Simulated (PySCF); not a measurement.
# BH3O (BH2(OH)): CCSDT/STO-3G

What is the energy change on altering one bond length of BH3O (BH2(OH)) at CCSDT/STO-3G? 

The calculation is run with PySCF 2.14.0.

8 further runs of the same task are left out: 8 set aside as unsound or not needed.

### 1 The molecule

BH3O has 5 atoms, charge 0, and is taken as a singlet. SMILES: `[H]B([H])O`. Geometry: relaxed at GFN2-xTB.

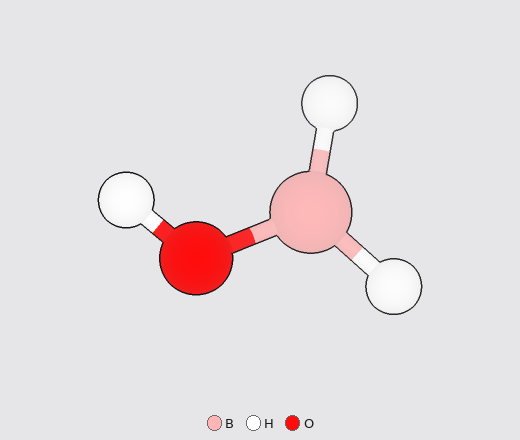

Viewed from a chosen angle; boron pink, hydrogen white, oxygen red.

### 2 A single-point energy at CCSDT/STO-3G

The input, input.py:

```python
from pyscf import gto, cc

system = gto.Mole()
system.atom = '''
B      0.512059     0.571604    -0.205035
H      2.652325     0.737069    -0.747595
H     -0.818081     2.364728    -0.152501
O     -0.301260    -1.736091     0.329738
H     -2.045062    -1.937309     0.775392
'''
system.charge = 0
system.unit = 'bohr'
system.basis = 'sto-3g'
system.max_memory = 1860
system.verbose = 3
system.spin = 0
system.build()

calc0 = system.RHF()
calc0.conv_tol = 1e-10
calc0.kernel()
if not calc0.converged:
    calc0 = calc0.newton().run(calc0.mo_coeff, calc0.mo_occ)

mycc = cc.CCSDT(calc0, frozen=2)
mycc.kernel()
e_tot = mycc.e_tot
print('Final energy', e_tot)
```

Started as:

```
OMP_NUM_THREADS=1 python input.py
```

The log of the run:

```text
converged SCF energy = -99.9843807081053
_make_eris_incore_RCCSDT

WARN: A large `blksize` is being used, which may cause large memory consumption
      for storing contraction intermediates. If memory is sufficient, consider using
      `pyscf.cc.rccsdt_highm.RCCSDT` instead.

WARN: A large `blksize_oovv` is being used, which may cause large memory consumption
      for storing contraction intermediates. If memory is sufficient, consider using
      `pyscf.cc.rccsdt_highm.RCCSDT` instead.

WARN: A large `blksize_oooo` is being used, which may cause large memory consumption
      for storing contraction intermediates. If memory is sufficient, consider using
      `pyscf.cc.rccsdt_highm.RCCSDT` instead.

RCCSDT converged
E(RCCSDT) = -100.0926764488508   E_corr = -0.1082957407454741
E_corr(same-spin) = -0.012412452245538
E_corr(oppo-spin) = -0.0958832884999361
Final energy -100.0926764488508
```

It took 0.74 s on 1 thread of Arm Neoverse V2, shared host; peak memory 0.12 GiB.

### 3 The distorted shape

The input, input.py:

```python
from pyscf import gto, scf, cc

mol = gto.Mole()
mol.atom = '''
B    0.357035   0.546678  -0.165089
H    1.489615   0.634238  -0.452199
H   -0.346845   1.495558  -0.137289
O   -0.159420  -0.918700   0.174490
H   -1.082200  -1.025180   0.410320
'''
mol.verbose = 3
mol.max_memory = 1860
mol.basis = 'sto-3g'
mol.charge = 0
mol.build()

myscf = scf.RHF(mol)
myscf.conv_tol = 1e-10
myscf.kernel()
if not myscf.converged:
    myscf = myscf.newton().run(myscf.mo_coeff, myscf.mo_occ)

mycc = cc.CCSDT(myscf, frozen=2)
mycc.kernel()
energy = mycc.e_tot
print('E(%s) = %.9f' % ('CCSDT', energy))
```

Started as:

```
OMP_NUM_THREADS=1 python input.py
```

The log of the run:

```text
converged SCF energy = -99.9334720856939
_make_eris_incore_RCCSDT

WARN: A large `blksize` is being used, which may cause large memory consumption
      for storing contraction intermediates. If memory is sufficient, consider using
      `pyscf.cc.rccsdt_highm.RCCSDT` instead.

WARN: A large `blksize_oovv` is being used, which may cause large memory consumption
      for storing contraction intermediates. If memory is sufficient, consider using
      `pyscf.cc.rccsdt_highm.RCCSDT` instead.

WARN: A large `blksize_oooo` is being used, which may cause large memory consumption
      for storing contraction intermediates. If memory is sufficient, consider using
      `pyscf.cc.rccsdt_highm.RCCSDT` instead.

RCCSDT converged
E(RCCSDT) = -100.0498610561032   E_corr = -0.1163889704092629
E_corr(same-spin) = -0.0137917799222716
E_corr(oppo-spin) = -0.102597190486991
E(CCSDT) = -100.049861056
```

Wall time 0.7 s (1 thread of Arm Neoverse V2, shared host); peak memory 0.1 GiB.

### 4 Outcome

At CCSDT/STO-3G, 2 core orbitals frozen:

| quantity | value |
| --- | --- |
| first shape: total energy | -100.09268 Eh |
| first shape: dipole moment (Hartree–Fock density) | 1.64 D |
| first shape: HOMO energy (Hartree–Fock orbitals) | -10.63 eV |
| first shape: LUMO energy (Hartree–Fock orbitals) | 8.52 eV |
| first shape: HOMO–LUMO gap (Hartree–Fock orbitals) | 19.15 eV |
| first shape: correlation energy (2 core orbitals frozen) | -108.3 mEh |
| first shape: T1 diagnostic | 0.020 |
| distorted shape: total energy | -100.04986 Eh |
| distorted shape: dipole moment (Hartree–Fock density) | 1.33 D |
| distorted shape: HOMO energy (Hartree–Fock orbitals) | -10.27 eV |
| distorted shape: LUMO energy (Hartree–Fock orbitals) | 6.98 eV |
| distorted shape: HOMO–LUMO gap (Hartree–Fock orbitals) | 17.25 eV |
| distorted shape: correlation energy (2 core orbitals frozen) | -116.4 mEh |
| distorted shape: T1 diagnostic | 0.034 |
| energy change with the B1–O4 bond stretched from 1.325 to 1.590 Å | 1.165 eV |

With the B1–O4 bond stretched from 1.325 to 1.590 Å the energy rises by 1.17 eV (27 kcal/mol). The first shape isn't relaxed at this level, so the change isn't measured from a minimum. The minimal basis adds a large error of its own. Mulliken charges (first shape) of the mean-field density run from -0.35 on O4 to +0.29 on B1. The T1 diagnostic (distorted shape) of 0.034 is above the customary mark for such species, so a single reference may not serve.
